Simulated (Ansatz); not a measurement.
# CH₄Ge+ (quartet): inputs that go wrong

4 inputs are run for CH₄Ge+ (quartet) as typed; the log has to tell whether the result can be used and what must change.

Program: Ansatz 0.2.0, Gaussian basis. Level of theory: the settings change from run to run. These are calculated values, not measurements.

21 further runs of the same task are left out: 5 that didn't finish, 16 set aside as unsound or not needed.

### Step 1. The geometry

The geometry is a PBE0/def2-TZVP stationary point (not a proven minimum) of the parent state, kept for this charge and spin. No spin-orbit coupling is included. The filled d shell of Ge may be among the frozen orbitals whatever the setting's name suggests; the logs give the count.

6 atoms, charge 1, spin multiplicity 4.

Atoms are counted from 1 here; the program's logs count them from 0.

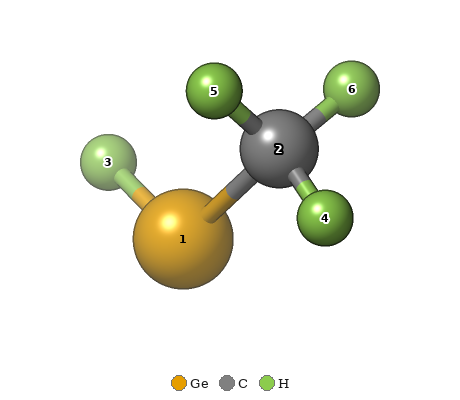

The structure; germanium amber, carbon grey, hydrogen green; atoms are numbered from 1 in the order of the file.

Coordinates:

```
Ge    0.00000   -0.03391    0.33667
C     0.00000    0.07605   -1.63301
H     0.00000    1.26456    1.17945
H     0.00000   -0.93156   -2.04695
H     0.89457    0.60226   -1.96822
H    -0.89457    0.60226   -1.96822
```

### Step 2. Try 1

in.yaml reads:

```yaml
crystal:
  periodic: [false, false, false]
  atoms:
    - {symbol: Ge, position_ang: [0.000000, -0.033908, 0.336669]}
    - {symbol: C, position_ang: [0.000000, 0.076047, -1.633008]}
    - {symbol: H, position_ang: [0.000000, 1.264562, 1.179449]}
    - {symbol: H, position_ang: [0.000000, -0.931556, -2.046951]}
    - {symbol: H, position_ang: [0.894568, 0.602256, -1.968225]}
    - {symbol: H, position_ang: [-0.894568, 0.602256, -1.968225]}
basis:
  gaussian: {orbitals: STO-3G}
total_charge: 1
magnetization: {spin_polarized: false, initial_magnetization: 3}
correlation: {method: mp2, frozen_orbitals: {Ge: 0}}
```

The run is started by

```sh
> ansatz run in.yaml --threads 1 --pin off --events-out ev --progress --plain --max-ram 2393MiB
```

The program printed:

```text
Functional definition: HF
  name "HF"
  cite "Fock, Z. Phys. 61, 126 (1930) doi:10.1007/BF01340294"
  parent pbe
  exchange = exact_x
  correlation = 0
Error: "frozen_orbitals" has no count for C
```

It took 0.03 s on 1 thread of Arm Neoverse V1, shared host.

What is wrong: The run was refused. The frozen-orbital counts are incomplete or too large. To mend it, leave frozen_orbitals out, or give each element a count that its core has.

### Step 3. Try 2

in.yaml reads:

```yaml
crystal:
  periodic: [false, false, false]
  atoms:
    - {symbol: Ge, position_ang: [0.000000, -0.033908, 0.336669]}
    - {symbol: C, position_ang: [0.000000, 0.076047, -1.633008]}
    - {symbol: H, position_ang: [0.000000, 1.264562, 1.179449]}
    - {symbol: H, position_ang: [0.000000, -0.931556, -2.046951]}
    - {symbol: H, position_ang: [0.894568, 0.602256, -1.968225]}
    - {symbol: H, position_ang: [-0.894568, 0.602256, -1.968225]}
basis:
  gaussian: {orbitals: "6-31G*"}
total_charge: 1
magnetization: {spin_polarized: false, initial_magnetization: 3}
correlation: {active_space: {window: {electrons: 5, orbitals: 5}, states: [{multiplicity: 4, irrep: T2g, weights: [1]}]}}
```

The command is unchanged.

The program printed:

```text
Functional definition: HF
  name "HF"
  cite "Fock, Z. Phys. 61, 126 (1930) doi:10.1007/BF01340294"
  parent pbe
  exchange = exact_x
  correlation = 0
the irreps are read with x along [-0.000, 1.000, 0.000], y along [0.000, 0.000, -1.000] and z along [-1.000, -0.000, -0.000] of the geometry given
1039 factors; integrals over basis functions are off by at most 1.9e-7 eV
mean field evaluation 1: about -57544.6968 eV, gradient 2.4e1 eV
mean field evaluation 2: about -57544.7225 eV, gradient 2.4e1 eV
mean field evaluation 4: about -57547.0988 eV, gradient 1.8e0 eV
mean field evaluation 8: about -57547.1450 eV, gradient 5.5e-1 eV
mean field evaluation 16: about -57547.1695 eV, gradient 1.9e-6 eV
mean field -57547.16951518 eV, -2114.8194728104 hartree, gradient 1.8e-6 eV, S^2 3.750000; 0 other end points of the search recorded, 0 dependent functions left out
reference -57547.16951518 eV, -2114.8194728104 hartree; 22, 19 occupied and 36, 39 virtual orbitals, 1039 factors
Error: the irrep T2g is not accepted for these orbitals, which take A', A'', or 1 to 2
```

Run time: 1.2 s. Hardware: 1 thread of Arm Neoverse V1, shared host.

**Diagnosis.** The run stopped with an error. The symmetry label isn't in the molecule's group. To mend it, name an irrep that the log lists.

### Step 4. Try 3

in.yaml reads:

```yaml
crystal:
  periodic: [false, false, false]
  atoms:
    - {symbol: Ge, position_ang: [0.000000, -0.033908, 0.336669]}
    - {symbol: C, position_ang: [0.000000, 0.076047, -1.633008]}
    - {symbol: H, position_ang: [0.000000, 1.264562, 1.179449]}
    - {symbol: H, position_ang: [0.000000, -0.931556, -2.046951]}
    - {symbol: H, position_ang: [0.894568, 0.602256, -1.968225]}
    - {symbol: H, position_ang: [-0.894568, 0.602256, -1.968225]}
basis:
  gaussian: {orbitals: cc-pVDZ}
total_charge: 1
magnetization: {spin_polarized: false, initial_magnetization: 3}
correlation: {method: sc_nevpt2, electrons: valence, active_space: {window: {electrons: 40, orbitals: 30}}}
```

Launched as before.

The program printed:

```text
Functional definition: HF
  name "HF"
  cite "Fock, Z. Phys. 61, 126 (1930) doi:10.1007/BF01340294"
  parent pbe
  exchange = exact_x
  correlation = 0
631 factors; integrals over basis functions are off by at most 1.2e-3 eV
mean field evaluation 1: about -57551.4240 eV, gradient 2.6e1 eV
mean field evaluation 2: about -57551.4265 eV, gradient 2.6e1 eV
mean field evaluation 4: about -57554.2010 eV, gradient 1.8e0 eV
mean field evaluation 8: about -57554.2693 eV, gradient 1.1e-1 eV
mean field -57554.26988615 eV, -2115.0804066309 hartree, gradient 5.1e-6 eV, S^2 3.750000; 0 other end points of the search recorded, 0 dependent functions left out
reference -57554.26988615 eV, -2115.0804066309 hartree; 22, 19 occupied and 39, 42 virtual orbitals, 631 factors
Error: 40 electrons in 30 orbitals form no window around the highest filled level of the reference
```

Run time: 0.93 s. Hardware: 1 thread of Arm Neoverse V1, shared host.

Diagnosis: The run stopped with an error. The active window can't be built from these electrons and orbitals. Fix: choose counts that fit the spin, the electrons and the basis.

### Step 5. Try 4

in.yaml reads:

```yaml
crystal:
  periodic: [false, false, false]
  atoms:
    - {symbol: Ge, position_ang: [0.000000, -0.017944, 0.178165]}
    - {symbol: C, position_ang: [0.000000, 0.040244, -0.864188]}
    - {symbol: H, position_ang: [0.000000, 0.669206, 0.624164]}
    - {symbol: H, position_ang: [0.000000, -0.492979, -1.083246]}
    - {symbol: H, position_ang: [0.473405, 0.318714, -1.041585]}
    - {symbol: H, position_ang: [-0.473405, 0.318714, -1.041585]}
basis:
  gaussian: {orbitals: cc-pVDZ}
total_charge: 1
magnetization: {spin_polarized: false, initial_magnetization: 3}
correlation: {method: ccsd_t, electrons: valence}
scf: {lower_state_search: light}
output: {forces: true}
```

Launched as before.

The program printed, shortened:

```text
Functional definition: HF
  name "HF"
  cite "Fock, Z. Phys. 61, 126 (1930) doi:10.1007/BF01340294"
  parent pbe
[...]
634 factors; integrals over basis functions are off by at most 4.2e-4 eV
[...]
mean field -57453.22777163 eV, -2111.3671774108 hartree, gradient 2.1e-6 eV, S^2 3.750000; 0 other end points of the search recorded, 0 dependent functions left out
[...]
10 core orbitals not correlated: weight in the atoms' cores, before any rotation towards them, 0.998 or more for the frozen orbitals, at most 0.002 for the correlated occupied ones
reference -57453.22777163 eV, -2111.3671774108 hartree; 12, 9 occupied and 39, 42 virtual orbitals, 634 factors
second order -6.25383167 eV of doubles, -0.07317200 eV of singles
cycle   1  -6.65372237 eV  change   -3.3e-1 eV  update   5.2e-2
[...]
cycle  11  -6.84503274 eV  change    8.6e-8 eV  update   7.2e-7
perturbative correction -0.18249808 eV, -0.0067066807 hartree
[...]
Total energy: -57460.25530245 eV, -2111.6254344049 hartree
Atom 0 at     0.000000    -0.017944     0.178165 Å, force    -0.000000   -80.340682   124.649124 eV/Å
Atom 1 at     0.000000     0.040244    -0.864188 Å, force     0.000000     8.638917   -56.080237 eV/Å
Atom 2 at     0.000000     0.669206     0.624164 Å, force    -0.000000    68.449328    43.028857 eV/Å
Atom 3 at     0.000000    -0.492979    -1.083246 Å, force     0.000000   -92.009581   -40.231684 eV/Å
Atom 4 at     0.473405     0.318714    -1.041585 Å, force    80.096224    47.631009   -35.683030 eV/Å
Atom 5 at    -0.473405     0.318714    -1.041585 Å, force   -80.096224    47.631009   -35.683030 eV/Å
Dipole moment:     0.000000     0.208013    -0.584434 e Å
```

Wall time 21 s (1 thread of Arm Neoverse V1, shared host); peak memory 0.29 GiB.

What is wrong: The run converged, which proves nothing about the input. The coordinates are scaled by the bohr-ångström factor. The shortest distance is 0.58 Å, against 1.09 Å in the geometry of step 1. Its energy belongs to another geometry. Cure: restore the coordinates in ångström.

### Step 6. How the runs ended

| try | level | ended | cause | time |
| --- | --- | --- | --- | --- |
| 1 | MP2 on ROHF/STO-3G | refused | the frozen-orbital counts are incomplete or too large | 0.03 s |
| 2 | CASSCF(5,5)/6-31G* | stopped by an error | the symmetry label isn't in the molecule's group | 1.2 s |
| 3 | NEVPT2(40,30)/cc-pVDZ | stopped by an error | the active window can't be built from these electrons and orbitals | 0.93 s |
| 4 | CCSD(T) on ROHF/cc-pVDZ | converged | the coordinates are scaled by the bohr-ångström factor | 21 s |

1 refused, 2 stopped by an error, 1 converged. The input that converges on a wrong geometry or spin is the dangerous one: no error points at it, so geometry and ⟨S²⟩ have to be checked.
